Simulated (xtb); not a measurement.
Molecular dynamics of C₄H₃N₃OSi (part 1 of 2)

- system: C₄H₃N₃OSi
- method: GFN2-xTB (xtb 6.7.1 later snapshot)

The starting geometry was optimised with GFN2-xTB.

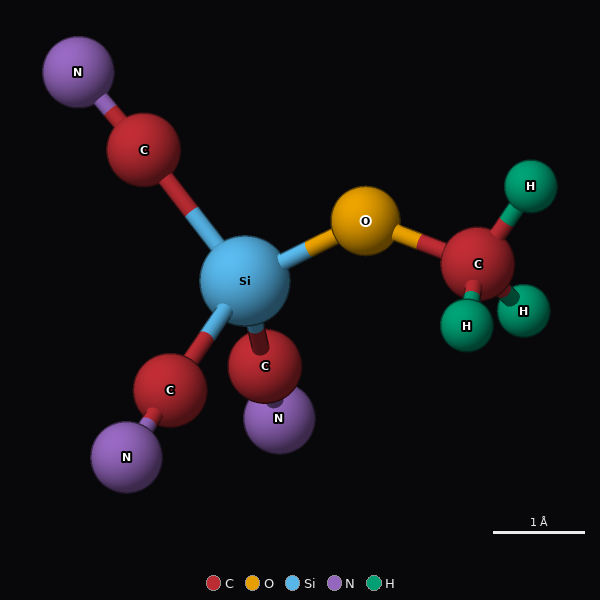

Fig. 1: The structure as given in the input (ball-and-stick view, seen at a tilt). Bond lengths as drawn: C–H 1.09 Å, C–N 1.14 Å, C–O 1.40 Å, C–Si 1.86 to 1.87 Å and O–Si 1.60 Å.

Input (input.xyz):
```
12

C      1.24514700    -1.49586000    -0.70527600
O      1.00800300    -0.23497300    -0.14310900
Si    -0.29549100     0.59644000     0.27933200
C     -1.47801200     0.96492700    -1.12463800
N     -2.18851400     1.17181000    -1.99707000
C      0.39808000     2.18990600     0.94489700
N      0.77811200     3.18353400     1.36219200
C     -1.35551800    -0.22141500     1.58804000
N     -1.99062200    -0.74379400     2.38333200
H      0.85192100    -2.28406400    -0.06065300
H      0.77937900    -1.57142000    -1.68954400
H      2.32441600    -1.61029100    -0.80340300
```

File input.inp:
```
$md
   temp=200
   time=0.2
   step=0.5
   dump=20
   hmass=1
   shake=0
   nvt=false
$end
```

Launch command:
```bash
xtb input.xyz --gfn 2 -u 0 --md -I input.inp | tee out.txt
```

What the program printed:
```
* xtb version 6.7.1
   ID    Z sym.   atoms
    1    6 C      1, 4, 6, 8
    2    8 O      2
    3   14 Si     3
    4    7 N      5, 7, 9
    5    1 H      10-12

           -------------------------------------------------
          |                Calculation Setup                |
           -------------------------------------------------

          program call               : xtb input.xyz --gfn 2 -u 0 --md -I input.inp
          coordinate file            : input.xyz
          omp threads                :                     1

           -------------------------------------------------
          |                 G F N 2 - x T B                 |
           -------------------------------------------------

      * Hamiltonian:
        H0-scaling (s, p, d)           1.850000    2.230000    2.230000
        zeta-weighting                 0.500000
      * Dispersion:
        s8                             2.700000
        a1                             0.520000
        a2                             5.000000
        s9                             5.000000
      * Repulsion:
        kExp                           1.500000    1.000000
        rExp                           1.000000
      * Coulomb:
        alpha                          2.000000
        third order                    shell-resolved
        anisotropic                    true
        a3                             3.000000
        a5                             4.000000
        cn-shift                       1.200000
        cn-exp                         4.000000
        max-rad                        5.000000

          ...................................................
          :                      SETUP                      :
          :.................................................:
          :  # basis functions                  45          :
          :  # atomic orbitals                  44          :
          :  # shells                           22          :
          :  # electrons                        44          :
          :  max. iterations                   250          :
          :  Hamiltonian                  GFN2-xTB          :
          :  restarted?                      false          :
          :  GBSA solvation                  false          :
          :  PC potential                    false          :
          :  electronic temp.          300.0000000     K    :
          :  accuracy                    1.0000000          :
          :  -> integral cutoff          0.2500000E+02      :
          :  -> integral neglect         0.1000000E-07      :
          :  -> SCF convergence          0.1000000E-05 Eh   :
          :  -> wf. convergence          0.1000000E-03 e    :
          :  Broyden damping             0.4000000          :
          :  net charge                          0          :
          :  unpaired electrons                  0          :
          ...................................................

 iter      E             dE          RMSdq      gap      omega  full diag
   1    -24.7832385 -0.247832E+02  0.871E+00    4.11       0.0  T
   2    -24.7762231  0.701538E-02  0.628E+00    4.08       1.0  T
   3    -24.8825590 -0.106336E+00  0.393E+00    3.67       1.0  T
   4    -24.9487966 -0.662376E-01  0.854E-01    3.78       1.0  T
   5    -24.9543581 -0.556154E-02  0.434E-01    3.65       1.0  T
   6    -24.9546937 -0.335519E-03  0.202E-01    3.70       1.0  T
   7    -24.9549755 -0.281875E-03  0.867E-02    3.69       1.0  T
   8    -24.9549509  0.246118E-04  0.753E-02    3.69       1.0  T
   9    -24.9549860 -0.351024E-04  0.289E-02    3.70       1.0  T
  10    -24.9549888 -0.280808E-05  0.870E-03    3.69       3.3  T
  11    -24.9549891 -0.232637E-06  0.268E-03    3.69      10.8  T
  12    -24.9549891 -0.363049E-07  0.804E-04    3.69      35.9  T
  13    -24.9549891 -0.674383E-09  0.288E-04    3.69     100.4  T

   *** convergence criteria satisfied after 13 iterations ***

         #    Occupation            Energy/Eh            Energy/eV
      -------------------------------------------------------------
         1        2.0000           -0.8348388             -22.7171
       ...           ...                  ...                  ...
        16        2.0000           -0.5111955             -13.9103
        17        2.0000           -0.5108211             -13.9001
        18        2.0000           -0.4907184             -13.3531
        19        2.0000           -0.4852676             -13.2048
        20        2.0000           -0.4630469             -12.6001
        21        2.0000           -0.4373591             -11.9011
        22        2.0000           -0.4367918             -11.8857 (HOMO)
        23                         -0.3010229              -8.1912 (LUMO)
        24                         -0.2951023              -8.0301
        25                         -0.2902694              -7.8986
        26                         -0.2548634              -6.9352
        27                         -0.2547203              -6.9313
       ...                                ...                  ...
        44                          1.0978031              29.8727
      -------------------------------------------------------------
                  HL-Gap            0.1357689 Eh            3.6945 eV
             Fermi-level           -0.3689073 Eh          -10.0385 eV

 SCC (total)                   0 d,  0 h,  0 min,  0.010 sec
 SCC setup                      ...        0 min,  0.000 sec (  0.888%)
 Dispersion                     ...        0 min,  0.000 sec (  0.724%)
 classical contributions        ...        0 min,  0.000 sec (  0.097%)
 integral evaluation            ...        0 min,  0.001 sec ( 12.627%)
 iterations                     ...        0 min,  0.006 sec ( 59.589%)
 molecular gradient             ...        0 min,  0.002 sec ( 25.084%)
 printout                       ...        0 min,  0.000 sec (  0.852%)

         :::::::::::::::::::::::::::::::::::::::::::::::::::::
         ::                     SUMMARY                     ::
         :::::::::::::::::::::::::::::::::::::::::::::::::::::
         :: total energy             -24.527136768918 Eh    ::
         :: gradient norm              0.000075314921 Eh/a0 ::
         :: HOMO-LUMO gap              3.694460074008 eV    ::
         ::.................................................::
         :: SCC energy               -24.954937275967 Eh    ::
         :: -> isotropic ES            0.047065387744 Eh    ::
         :: -> anisotropic ES          0.003210176841 Eh    ::
         :: -> anisotropic XC          0.051849729186 Eh    ::
         :: -> dispersion             -0.009286874636 Eh    ::
         :: repulsion energy           0.427800507049 Eh    ::
         :: add. restraining           0.000000000000 Eh    ::
         :: total charge              -0.000000000000 e     ::
         :::::::::::::::::::::::::::::::::::::::::::::::::::::

           -------------------------------------------------
          |                Property Printout                |
           -------------------------------------------------

    * Orbital Energies and Occupations

         #    Occupation            Energy/Eh            Energy/eV
      -------------------------------------------------------------
         1        2.0000           -0.8348388             -22.7171
       ...           ...                  ...                  ...
        10        2.0000           -0.5420458             -14.7498
        11        2.0000           -0.5397539             -14.6875
        12        2.0000           -0.5166315             -14.0583
        13        2.0000           -0.5153835             -14.0243
        14        2.0000           -0.5147491             -14.0070
        15        2.0000           -0.5127846             -13.9536
        16        2.0000           -0.5111955             -13.9103
        17        2.0000           -0.5108211             -13.9001
        18        2.0000           -0.4907184             -13.3531
        19        2.0000           -0.4852676             -13.2048
        20        2.0000           -0.4630469             -12.6001
        21        2.0000           -0.4373591             -11.9011
        22        2.0000           -0.4367918             -11.8857 (HOMO)
        23                         -0.3010229              -8.1912 (LUMO)
        24                         -0.2951023              -8.0301
        25                         -0.2902694              -7.8986
        26                         -0.2548634              -6.9352
        27                         -0.2547203              -6.9313
        28                         -0.2328210              -6.3354
        29                         -0.1319975              -3.5918
        30                         -0.1130914              -3.0774
        31                         -0.0981329              -2.6703
        32                          0.0017607               0.0479
        33                          0.0397223               1.0809
       ...                                ...                  ...
        44                          1.0978031              29.8727
      -------------------------------------------------------------
                  HL-Gap            0.1357689 Eh            3.6945 eV
             Fermi-level           -0.3689073 Eh          -10.0385 eV

     #   Z          covCN         q      C6AA      α(0)
     1   6          3.660     0.037    20.230     6.454
     2   8          1.621    -0.314    19.271     5.925
     3  14          3.445     0.557   101.853    19.683
     4   6          1.789     0.019    30.732     8.960
     5   7          0.911    -0.171    24.692     7.187
     6   6          1.790     0.023    30.624     8.944
     7   7          0.911    -0.170    24.687     7.186
     8   6          1.789     0.019    30.732     8.960
     9   7          0.911    -0.171    24.692     7.187
    10   1          0.924     0.051     2.313     2.379
    11   1          0.924     0.051     2.313     2.378
    12   1          0.925     0.071     2.078     2.255

 Mol. C6AA /au·bohr⁶  :       2980.965570
 Mol. C8AA /au·bohr⁸  :      90968.439564
 Mol. α(0) /au        :         87.496495
```
